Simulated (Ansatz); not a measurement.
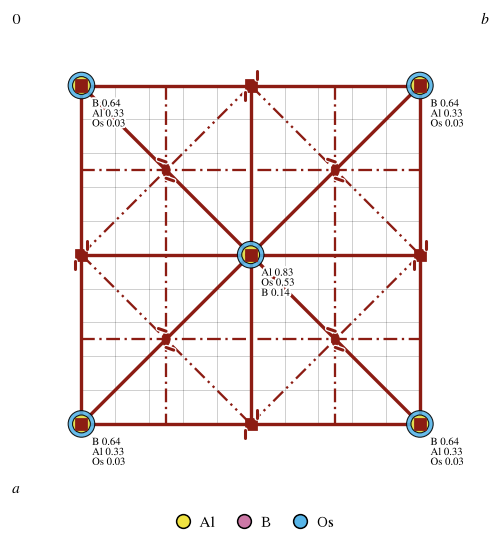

Plan of a unit cell projected along c (a down the page, b across); the numbers are heights as fractions of c, and atoms on the cell's edges are repeated. The grid marks tenths of a and b. The symmetry elements are drawn over the atoms. Symbols follow the International Tables: origin at the upper left, the third axis towards the viewer; heavy, dashed, dotted, dash-dotted and dash-dot-dot lines are mirror, in-plane glide, out-of-plane glide, diagonal (n; with arrows d) and double (e) glide planes seen edge on; arrows at the rim are 2 (full head) and 2₁ (half head) axes in the plane; the corner sign is a plane parallel to the page; fractions are heights. Handed screw axes carry their printed symbol instead of tails. Source: coordinates from a relaxation with Ansatz 0.2.0, DFT PBE, scalar-relativistic, plane waves, PAW; the starting structure was generated, so it need not be a known form of this composition. Symmetry computed with spglib at a tolerance of 0.002 Å; standard conventional cell.

a = 2.893 Å, b = 2.893 Å, c = 8.315 Å, α = 90.00°, β = 90.00°, γ = 90.00°.

> What does the cell contain?

2 Al, 2 B, 2 Os: AlBOs, Z = 2.

> Which space group?

I4mm (No. 107), body-centred tetragonal.

> Give the independent sites, coordinates to two places.

```csv
atom,site,symmetry,x,y,z
Al,2a,4mm,0.00,0.00,0.33
B,2a,4mm,0.50,0.50,0.14
Os,2a,4mm,0.00,0.00,0.03
```
